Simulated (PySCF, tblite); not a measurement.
**C₆H₁₁BS: geometry, infrared bands and NMR shifts**

What infrared bands and NMR shifts should C₆H₁₁BS (`C#CB(SC)C(C)C`) show?

Computed with tblite 0.8.0 and PySCF 2.14.0, with density-fitted response routines of our own, on a single molecule in the gas phase. Atoms count from 0, in the outputs and in this text.

## Step 1: The molecule as given

19 atoms, charge 0, multiplicity 1; geometry from: force field or distance geometry start.

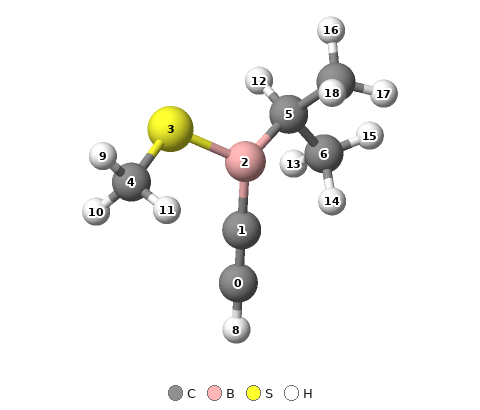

As it starts; carbon grey, boron pink, sulfur yellow, hydrogen white, atoms numbered.

## Step 2: Geometry optimisation with GFN2-xTB

What the job is given:

```
{"job": {"kind": "relax", "xc": "GFN2-xTB", "basis": "xTB"}, "charge": 0, "multiplicity": 1}
C      0.840200     2.606200     0.494100
C      0.596000     1.437000     0.348300
B      0.304900    -0.084100     0.168500
S      1.717200    -1.102400    -0.551400
C      3.305000    -0.747000     0.213500
C     -1.190100    -0.470100    -0.304900
C     -2.002900     0.797900    -0.224600
C     -1.826400    -1.473600     0.610400
H      1.031200     3.639300     0.629500
H      3.984800    -1.643300     0.172400
H      3.874500     0.042900    -0.339000
H      3.137100    -0.485500     1.271200
H     -1.176400    -0.814800    -1.360600
H     -1.827400     1.417400    -1.135300
H     -1.591200     1.433100     0.618700
H     -3.068300     0.654200    -0.018000
H     -2.202500    -2.311600    -0.047200
H     -2.746000    -1.043300     1.058500
H     -1.169400    -1.842800     1.418700
```

Launch:

```
> OMP_NUM_THREADS=1 python probes_run.py task.json out
```

One launch serves the whole session: the jobs run in the order shown.

Log:

```text
step      E/eV     max force
  0    -621.24347    2.625
  1    -621.55283    2.561
  2    -621.58305    5.615
  3    -621.78998    0.798
  4    -621.86038    0.889
  5    -621.93557    0.800
  6    -621.95853    0.358
  7    -621.98765    0.522
  8    -622.01438    0.642
  9    -622.04345    0.490
 10    -622.06566    0.385
 11    -622.08780    0.404
 12    -622.11195    0.604
 13    -622.13877    0.534
 14    -622.16496    0.422
 15    -622.18665    0.349
 16    -622.20414    0.511
 17    -622.21814    0.394
 18    -622.22700    0.192
 19    -622.23326    0.204
 20    -622.23944    0.257
 21    -622.24571    0.246
 22    -622.25209    0.236
 23    -622.25838    0.222
 24    -622.26413    0.221
 25    -622.26860    0.186
 26    -622.27186    0.133
 27    -622.27460    0.144
 28    -622.27703    0.171
 29    -622.27912    0.151
 30    -622.28111    0.124
 31    -622.28309    0.112
 32    -622.28483    0.105
 33    -622.28615    0.078
 34    -622.28733    0.084
 35    -622.28878    0.095
 36    -622.29064    0.102
 37    -622.29263    0.092
 38    -622.29445    0.092
 39    -622.29608    0.096
 40    -622.29765    0.098
 41    -622.29904    0.088
 42    -622.30003    0.074
 43    -622.30056    0.061
 44    -622.30096    0.061
 45    -622.30152    0.069
 46    -622.30232    0.079
 47    -622.30345    0.087
 48    -622.30476    0.082
 49    -622.30592    0.075
 50    -622.30669    0.050
 51    -622.30718    0.045
 52    -622.30756    0.039
 53    -622.30783    0.034
 54    -622.30798    0.024
 55    -622.30808    0.028
 56    -622.30815    0.022
 57    -622.30823    0.022
 58    -622.30830    0.018
 59    -622.30835    0.020
 60    -622.30841    0.018
 61    -622.30848    0.021
 62    -622.30855    0.021
 63    -622.30861    0.021
 64    -622.30867    0.020
 65    -622.30872    0.021
 66    -622.30878    0.016
 67    -622.30881    0.013
 68    -622.30884    0.011
 69    -622.30886    0.012
 70    -622.30890    0.016
 71    -622.30894    0.018
 72    -622.30900    0.017
 73    -622.30904    0.015
 74    -622.30909    0.017
 75    -622.30915    0.019
 76    -622.30922    0.021
 77    -622.30929    0.023
 78    -622.30935    0.028
 79    -622.30940    0.022
 80    -622.30943    0.013
 81    -622.30945    0.012
 82    -622.30947    0.013
 83    -622.30949    0.019
 84    -622.30952    0.026
 85    -622.30957    0.024
 86    -622.30963    0.021
 87    -622.30972    0.024
 88    -622.30987    0.049
 89    -622.31014    0.073
 90    -622.31056    0.095
 91    -622.31130    0.110
 92    -622.31267    0.116
 93    -622.31438    0.199
 94    -622.31575    0.448
 95    -622.31318    0.545
 96    -622.32370    0.144
 97    -622.32909    0.213
 98    -622.34101    0.461
 99    -622.35171    0.219
100    -622.35448    0.659
101    -622.36764    0.309
102    -622.37404    0.273
103    -622.36226    0.894
104    -622.38936    0.168
105    -622.39666    0.144
106    -622.39312    0.838
107    -622.41320    0.096
108    -622.41726    0.096
109    -622.41892    0.382
110    -622.42357    0.112
111    -622.42500    0.087
112    -622.42753    0.056
113    -622.42806    0.071
114    -622.42872    0.057
115    -622.42916    0.048
116    -622.42962    0.061
117    -622.43020    0.056
118    -622.43066    0.048
119    -622.43095    0.057
120    -622.43120    0.034
121    -622.43145    0.036
122    -622.43176    0.035
123    -622.43205    0.042
124    -622.43247    0.054
125    -622.43300    0.054
126    -622.43354    0.047
127    -622.43395    0.040
128    -622.43426    0.043
129    -622.43462    0.055
130    -622.43493    0.047
131    -622.43517    0.050
132    -622.43537    0.049
133    -622.43557    0.056
134    -622.43576    0.035
135    -622.43594    0.029
136    -622.43618    0.036
137    -622.43649    0.052
138    -622.43683    0.045
139    -622.43713    0.047
140    -622.43742    0.046
141    -622.43775    0.049
142    -622.43808    0.058
143    -622.43828    0.038
144    -622.43837    0.014
145    -622.43841    0.011
146    -622.43843    0.009
```

It took 3.5 s on 1 thread of Intel Xeon at 2.50GHz, shared host.

Along the way: (not every step is listed)

| step | energy from step 0 (eV) | largest force (eV/Å) |
| --- | --- | --- |
| 0 | 0.0000 | 2.6245 |
| 1 | -0.3094 | 2.5610 |
| 2 | -0.3396 | 5.6150 |
| 3 | -0.5465 | 0.7982 |
| 4 | -0.6169 | 0.8892 |
| 5 | -0.6921 | 0.8003 |
| 6 | -0.7151 | 0.3583 |
| 7 | -0.7442 | 0.5216 |
| 8 | -0.7709 | 0.6417 |
| 21 | -1.0022 | 0.2456 |
| 34 | -1.0439 | 0.0844 |
| 47 | -1.0600 | 0.0874 |
| 60 | -1.0649 | 0.0180 |
| 73 | -1.0656 | 0.0153 |
| 86 | -1.0662 | 0.0215 |
| 99 | -1.1082 | 0.2191 |
| 112 | -1.1841 | 0.0561 |
| 125 | -1.1895 | 0.0545 |
| 138 | -1.1934 | 0.0454 |
| 141 | -1.1943 | 0.0486 |
| 142 | -1.1946 | 0.0576 |
| 143 | -1.1948 | 0.0379 |
| 144 | -1.1949 | 0.0141 |
| 145 | -1.1949 | 0.0106 |
| 146 | -1.1950 | 0.0088 |

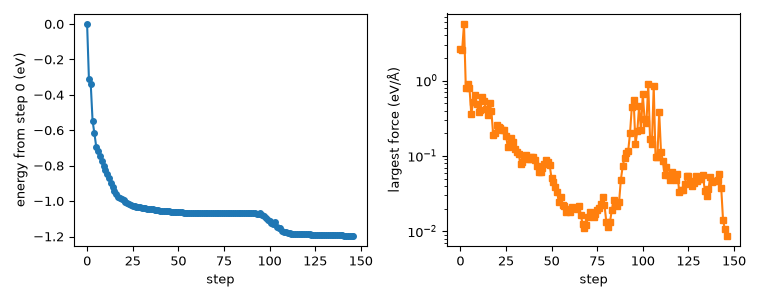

Energy and largest force along the relaxation.

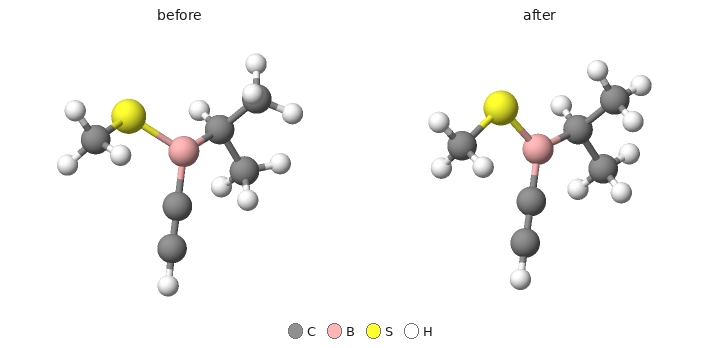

The geometry before (left) and after (right).

Close pairs (by a distance rule), those that changed most:

| bond | before (Å) | after (Å) | change (Å) |
| --- | --- | --- | --- |
| B2–S3 | 1.884 | 1.781 | -0.103 |
| C1–B2 | 1.559 | 1.504 | -0.055 |
| C6–H14 | 1.133 | 1.088 | -0.045 |
| C7–H16 | 1.130 | 1.089 | -0.041 |
| C4–H9 | 1.126 | 1.085 | -0.041 |
| C5–C7 | 1.500 | 1.537 | +0.037 |
| C4–H10 | 1.120 | 1.085 | -0.034 |
| S3–C4 | 1.798 | 1.827 | +0.029 |

The end geometry stands in the next job.

## Step 3: Harmonic vibrations with GFN2-xTB

What the job is given:

```
{"job": {"kind": "ir", "xc": "GFN2-xTB", "basis": "xTB"}, "charge": 0, "multiplicity": 1}
C      1.161027     2.397454     0.632992
C      0.785715     1.294530     0.323220
B      0.350538    -0.094671    -0.055027
S      1.565120    -1.393474    -0.154809
C      3.126034    -0.549823     0.281064
C     -1.178236    -0.443638    -0.365708
C     -2.081774     0.792800    -0.409778
C     -1.730672    -1.450723     0.656099
H      1.468742     3.366568     0.901278
H      3.907540    -1.302256     0.263862
H      3.333759     0.225475    -0.449208
H      3.040513    -0.115986     1.271961
H     -1.232405    -0.931100    -1.347999
H     -1.729206     1.500479    -1.156920
H     -2.083871     1.294451     0.555784
H     -3.105418     0.513815    -0.654219
H     -2.759759    -1.710887     0.414899
H     -1.713522    -1.023698     1.657337
H     -1.133927    -2.360066     0.658038
```

Log:

```text
mode    cm-1     km/mol
  1     -22.6      0.52
  2      81.2      1.66
  3      91.6      1.05
  4     106.2      0.02
  5     132.8      0.93
  6     149.6      0.57
  7     214.9      0.01
  8     235.0      0.23
  9     238.9      0.69
 10     292.2      0.49
 11     305.5      1.80
 12     396.8      0.97
 13     427.9      1.33
 14     508.4     21.52
 15     584.0     14.70
 16     660.2     14.30
 17     690.4     28.62
 18     723.9      9.91
 19     901.3     45.71
 20     941.4      1.24
 21     943.8      6.92
 22     959.8     18.11
 23     969.0     75.24
 24     994.2     11.40
 25    1022.9     36.94
 26    1118.0     16.72
 27    1141.9     21.79
 28    1189.4     11.22
 29    1272.9      3.33
 30    1304.9      0.48
 31    1320.0      2.57
 32    1405.4      1.35
 33    1421.8      0.27
 34    1447.8      5.16
 35    1451.0      5.92
 36    1499.4      0.63
 37    1503.9      2.05
 38    1510.1      4.19
 39    1511.8      2.59
 40    2194.0     20.32
 41    2902.0     42.87
 42    3013.4      0.61
 43    3016.6     98.36
 44    3022.5     16.58
 45    3029.4     75.16
 46    3035.2      2.60
 47    3035.9     54.23
 48    3042.0      3.10
 49    3047.3      7.57
 50    3060.4      4.38
 51    3364.9      0.44
```

Run time: 2.3 s. Hardware: 1 thread of Intel Xeon at 2.50GHz, shared host.

Which atoms move in the most intense modes:

| cm⁻¹ | km/mol | atoms |
| --- | --- | --- |
| 690 | 28.6 | H8 78 %, C0 16 % |
| 901 | 45.7 | B2 40 %, C6 16 %, C7 14 % |
| 969 | 75.2 | B2 28 %, H18 23 %, C7 10 % |
| 1023 | 36.9 | H12 24 %, B2 13 %, H16 13 %, H15 12 % |
| 2902 | 42.9 | H12 93 % |
| 3017 | 98.4 | H15 41 %, H16 32 %, H17 18 % |
| 3029 | 75.2 | H14 42 %, H13 26 %, H17 18 % |
| 3036 | 54.2 | H18 37 %, H13 29 %, H14 25 % |

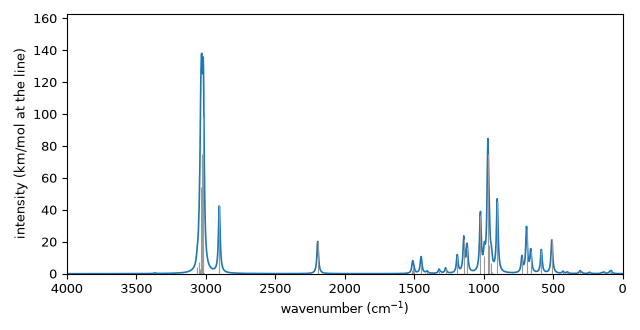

The infrared spectrum from these modes, unscaled. Lines are broadened to a width of 14 cm⁻¹ (Lorentzian).

## Step 4: NMR shieldings: PBE0/pcSseg-1

The job, as its differences from that of step 3:

```diff
@@ -1,2 +1,2 @@
-{"job": {"kind": "ir", "xc": "GFN2-xTB", "basis": "xTB"}, "charge": 0, "multiplicity": 1}
+{"job": {"kind": "nmr", "xc": "PBE0", "basis": "pcSseg-1"}, "charge": 0, "multiplicity": 1}
 C      1.161027     2.397454     0.632992
```

With the program's defaults for keys left out, this is: GIAO PBE0/pcSseg-1 NMR shielding, non-relativistic, gas phase.

Log:

```text
coarse grid: 16048 points
cycle   1  E = -657.6488686922  dE =  7.381e-01  |g| = 4.712e-01  |ddm| = 3.870e+00
cycle   2  E = -657.6230840026  dE =  2.578e-02  |g| = 5.704e-01  |ddm| = 1.043e+00
cycle   3  E = -657.7022853806  dE = -7.920e-02  |g| = 1.855e-01  |ddm| = 6.006e-01
cycle   4  E = -657.7106515037  dE = -8.366e-03  |g| = 4.137e-02  |ddm| = 1.454e-01
cycle   5  E = -657.7110535806  dE = -4.021e-04  |g| = 1.320e-02  |ddm| = 4.530e-02
cycle   6  E = -657.7110992423  dE = -4.566e-05  |g| = 2.794e-03  |ddm| = 1.652e-02
cycle   7  E = -657.7111008713  dE = -1.629e-06  |g| = 8.828e-04  |ddm| = 3.591e-03
final grid: 149296 points
cycle   8  E = -657.7614729729  dE = -4.272e-05  |g| = 9.746e-03  |ddm| = 3.819e-02
cycle   9  E = -657.7614585117  dE =  1.446e-05  |g| = 1.222e-02  |ddm| = 1.945e-02
cycle  10  E = -657.7614968452  dE = -3.833e-05  |g| = 1.419e-03  |ddm| = 1.211e-02
cycle  11  E = -657.7614972801  dE = -4.349e-07  |g| = 5.594e-04  |ddm| = 1.414e-03
cycle  12  E = -657.7614973584  dE = -7.827e-08  |g| = 1.446e-04  |ddm| = 5.390e-04
cycle  13  E = -657.7614973638  dE = -5.355e-09  |g| = 3.306e-05  |ddm| = 1.665e-04
cycle  14  E = -657.7614973640  dE = -2.688e-10  |g| = 8.328e-06  |ddm| = 4.238e-05
converged SCF energy = -657.7614973640

GIAO shielding tensors (ppm)
atom      isotropic    diamagn.    paramagn.     s11        s22        s33       span
  0 C       57.562     262.841    -205.279     10.647     16.328    145.712    135.066
  1 C       94.915     258.165    -163.249     -9.464     -0.956    295.166    304.630
  2 B       36.390     194.189    -157.800    -29.276     29.588    108.856    138.132
  3 S      417.254    1059.446    -642.192     90.812    549.033    611.917    521.104
  4 C      166.075     250.082     -84.008    153.981    160.636    183.607     29.626
  5 C      159.994     248.435     -88.441    140.640    165.768    173.574     32.934
  6 C      163.711     246.708     -82.998    148.639    160.193    182.300     33.661
  7 C      162.076     247.352     -85.276    137.676    164.274    184.278     46.602
  8 H       27.341      34.188      -6.847     24.099     25.297     32.627      8.528
  9 H       29.531      27.973       1.558     24.032     27.080     37.480     13.448
 10 H       29.121      29.669      -0.548     24.586     27.384     35.393     10.807
 11 H       29.145      29.877      -0.733     24.544     27.686     35.205     10.661
 12 H       30.175      32.234      -2.059     26.004     29.462     35.060      9.056
 13 H       30.111      30.494      -0.384     25.727     28.453     36.151     10.424
 14 H       30.409      30.805      -0.396     26.932     29.371     34.925      7.993
 15 H       30.735      29.600       1.135     26.023     28.763     37.420     11.397
 16 H       30.583      29.447       1.135     26.332     28.223     37.192     10.860
 17 H       30.877      30.498       0.379     27.754     28.951     35.924      8.170
 18 H       30.320      30.526      -0.206     24.780     30.257     35.922     11.142
```

Run time: 2.1 min. Hardware: 1 thread of Intel Xeon at 2.50GHz, shared host; peak memory 0.8 GiB.

Shifts follow as δ = σ(reference) − σ, with reference shieldings (ppm) from runs at the same level and on the same kind of geometry: ¹H TMS 31.72, ¹³C TMS 186.9, ¹¹B BF3·OEt2 100.1, ³³S CS2 504. The references are single molecules in the gas phase. Atoms listed in one row are averaged.

| atoms | environment | σ (ppm) | δ (ppm) | δ scaled to CDCl3 |
| --- | --- | --- | --- | --- |
| C0 | terminal alkyne carbon | 57.6 | 129.4 | 124.3 |
| C1 | alkyne carbon | 94.9 | 92.0 | 87.9 |
| C5 | sp3 CH bonded to B | 160.0 | 26.9 | 24.4 |
| C6, C7 | methyl carbon | 162.9 | 24.0 | 21.5 |
| C4 | methyl carbon bonded to S | 166.1 | 20.9 | 14.0 |
| H8 | hydrogen on a terminal alkyne carbon | 27.34 | 4.38 | 4.23 |
| H9, H10, H11 | hydrogen on a methyl carbon bonded to S | 29.27 | 2.45 | 2.42 |
| H12 | hydrogen on an sp3 CH bonded to B | 30.18 | 1.54 | 1.56 |
| H13, H14, H15, H16, H17, H18 | hydrogen on a methyl carbon | 30.51 | 1.21 | 1.25 |
| B2 | boron bonded to 2 C, S | 36.4 | 63.7 | – |
| S3 | sulfur bonded to C, B | 417 | 86 | – |

The scaled column applies a straight-line fit of computed shieldings to shifts measured in CDCl3, with any fitted terms for Cl, Br or S neighbours (root-mean-square error 0.16 ppm for H, 1.9 ppm for C).

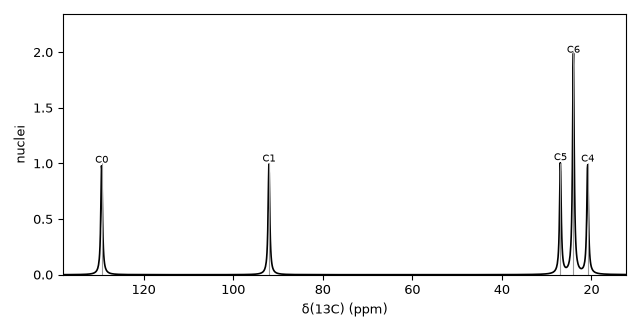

¹³C lines at the computed shifts, without couplings. Lines are broadened to a width of 0.43 ppm (Lorentzian).

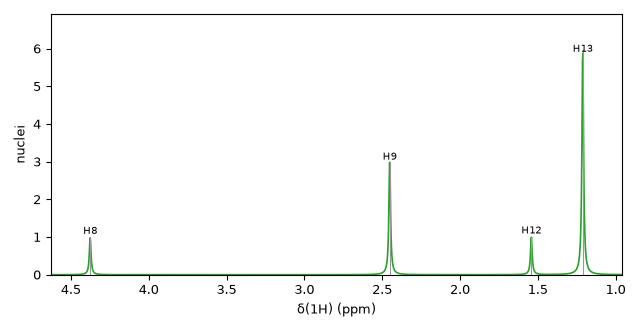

¹H lines at the computed shifts, without couplings. Lines are broadened to a width of 0.01 ppm (Lorentzian).

Charges from the same density, by scheme (e):

| atoms | Mulliken | IAO | Hirshfeld | ESP fit |
| --- | --- | --- | --- | --- |
| C0 | -0.24 | -0.19 | -0.07 | -0.55 |
| C1 | -0.08 | -0.13 | -0.10 | 0.23 |
| B2 | 0.55 | 0.05 | 0.13 | -0.04 |
| S3 | -0.18 | 0.14 | 0.01 | -0.18 |
| C4 | -0.37 | -0.50 | -0.12 | -0.23 |
| C5 | -0.54 | -0.22 | -0.09 | 0.36 |
| C6, C7 | -0.23 | -0.41 | -0.12 | -0.45 |

Hirshfeld charges:

C0 -0.07; C1 -0.10; B2 0.13; S3 0.01; C4 -0.12; C5 -0.09; C6 -0.12; C7 -0.12; H8 0.10; H9 0.05; H10 0.05; H11 0.04; H12 0.04; H13 0.03; H14 0.03; H15 0.04; H16 0.04; H17 0.04; H18 0.03

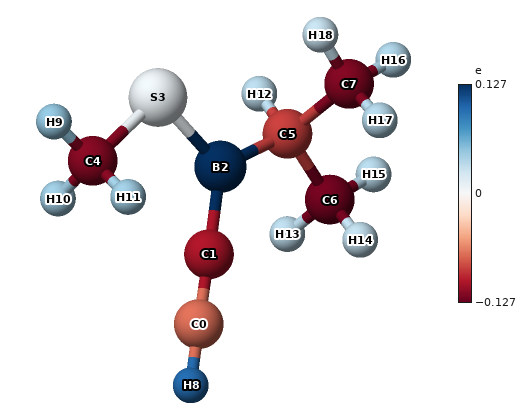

Hirshfeld charges, as colours on the atoms.

Mayer bond orders: C0–C1 2.50, C1–B2 1.03, B2–S3 1.19, S3–C4 1.00, B2–C5 0.91, C5–C6 1.06, C5–C7 1.04.

Orbitals, density, ELF and potential are computed afterwards from the orbital file.

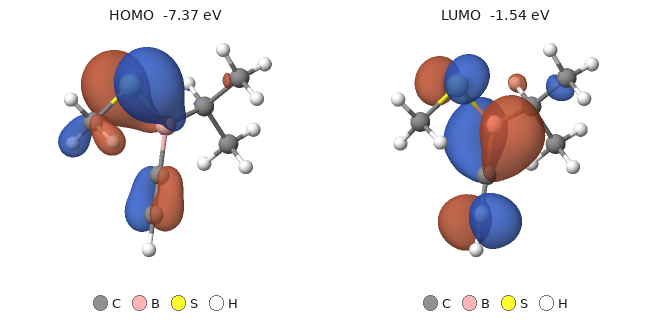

Frontier orbitals at PBE0/pcSseg-1; each surface holds 70 % of the orbital's density, blue and red mark the sign.

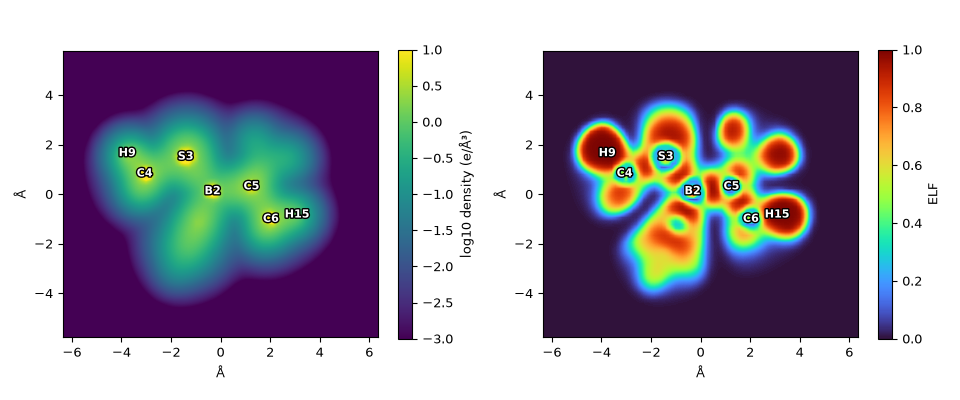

Density (left) and ELF (right) in a plane through or near 7 of the atoms.

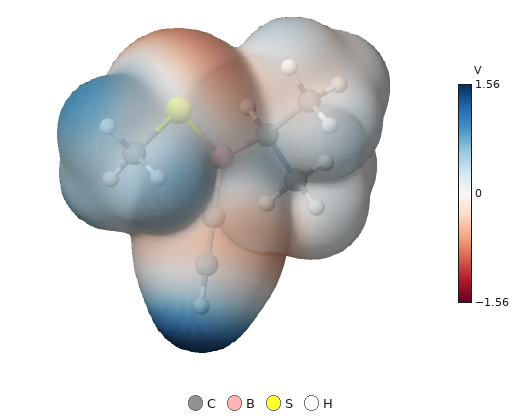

Electrostatic potential on the surface of density 0.002 e/bohr³; red is low, blue high. It runs from -0.72 V near S3 to 1.56 V near H8.

## Step 5: Outcome

| quantity | value |
| --- | --- |
| strongest single infrared mode (GFN2-xTB) | 3017 cm⁻¹, 98 km/mol |
| zero-point energy (GFN2-xTB) | 96.4 kcal/mol |
| ¹³C shifts against TMS (PBE0/pcSseg-1, means over atoms taken as alike) | 129.4, 92.0, 26.9, 24.0, 20.9 ppm |
| ¹H shifts against TMS (PBE0/pcSseg-1, means over atoms taken as alike) | 4.38, 2.45, 1.54, 1.21 ppm |
| ¹¹B shifts against BF3·OEt2 (PBE0/pcSseg-1) | 63.7 ppm |
| ³³S shifts against CS2 (PBE0/pcSseg-1) | 86 ppm |
| surface potential, least and greatest | -0.72 V and 1.56 V |

In words: Relaxing lowered the energy by 1.195 eV in 146 steps; the close pair that moved most is B2–S3, from 1.884 to 1.781 Å. The lowest mode is imaginary (23i cm⁻¹), so the xTB geometry is not a minimum. GFN2-xTB is a fitted tight-binding method: band positions and strengths are rough. Its intensities can rank the bands wrongly. At PBE0/pcSseg-1: The widest tensor belongs to S3: span 521 ppm, with a paramagnetic part of -642 ppm. At PBE0/pcSseg-1, counted by nearest atom on the grid, the HOMO lies on S3 65 %; B2 8 %, the LUMO on B2 38 %; C0 21 %.
